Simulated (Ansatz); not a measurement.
Input

```
crystal:
  lattice:
    - [3.6072089926, -5.2908854561, -0.0001039524]
    - [3.6072089926, 5.2908854561, -0.0001039524]
    - [-2.8182558821, 0.0, 6.6203659288]
  atoms:
    - { symbol: Ti, position: [0.3475767971, 0.6524232029, 0.0] }
    - { symbol: Ti, position: [0.6524232029, 0.3475767971, 0.0] }
    - { symbol: As, position: [0.0855311076, 0.0855311076, 0.1919665026] }
    - { symbol: As, position: [0.9144688924, 0.9144688924, 0.8080334974] }
    - { symbol: S, position: [0.4490058977, 0.0922689992, 0.1931742626] }
    - { symbol: S, position: [0.0922689992, 0.4490058977, 0.1931742626] }
    - { symbol: S, position: [0.6707836474, 0.6707836474, 0.2374524521] }
    - { symbol: S, position: [0.5509941023, 0.9077310008, 0.8068257374] }
    - { symbol: S, position: [0.9077310008, 0.5509941023, 0.8068257374] }
    - { symbol: S, position: [0.3292163526, 0.3292163526, 0.7625475479] }
basis:
  ecutwfc: 420
kpoints:
  mp_grid: { grid: [6, 6, 4] }
hamiltonian:
  xc: pbe
scf:
  occupations: { method: gaussian, width: 0.02 }
output:
  forces: true
  stress: true
  eigenvalues: true
  write_density: true
  write_potential: true
  elf: true
  volumetric_format: npy
relax:
  adjacent_minimum: "off"
  f_tol: 0.01
  max_steps: 30
  cell: { stress_tol: 0.1, fix: [volume] }
```

Command:

```sh
ansatz run input.yaml --threads 1 --pin off --max-ram 2560MiB --backend cpu --events-out ev --progress --plain --runs-dir out
```

Below, planes, directions and counts refer to the conventional cell (a = 7.16 Å, b = 10.50 Å, c = 7.29 Å, α = 90.00°, β = 112.69°, γ = 90.00°).

The fields are those of the run's last geometry, not of the input's.

Space group C2/m; a generated structure, not necessarily the stable one; changed on purpose from its base cell (volume × 1.03, shape and atoms relaxed); computed without spin polarisation.

These are results of DFT PBE, scalar-relativistic, plane waves, PAW (Ansatz 0.2.0), not measurements.

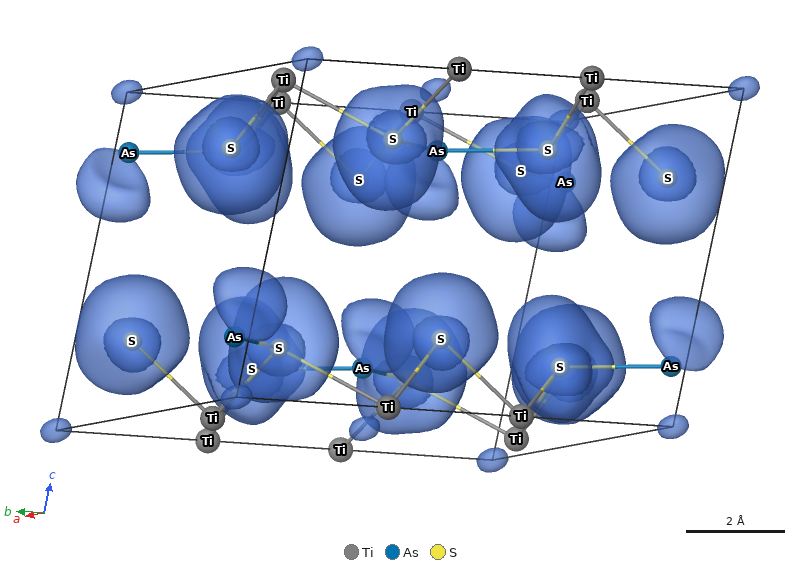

TiAsS3. Isosurface of the electron localisation function at 0.75 (blue), seen at an oblique angle. Only the valence region is drawn (cores and ρ < 0.01 e/Å³ removed). Sticks mark near contacts.

In a PAW calculation such maps are meaningful between the atoms, not at the nuclei.

> Where are the electrons localised?

The surface consists of two regions between bonded As–As atoms (shared pairs), four lobes on As, pointing away from the bonds (lone pairs) and twelve regions wrapped around S (the valence shell of each), counted in one cell of 20 atoms. Any copies at cell faces, edges or corners count once. Along the contacts the grid gives the following. As–S (2.29 Å): the ELF peaks at about 0.80 between the atoms, as expected for a covalent bond. Ti–S (2.30 Å): the ELF peaks at about 0.85 in the valence shell of S, 0.8 Å from its nucleus, and is about 0.50 at the midpoint.
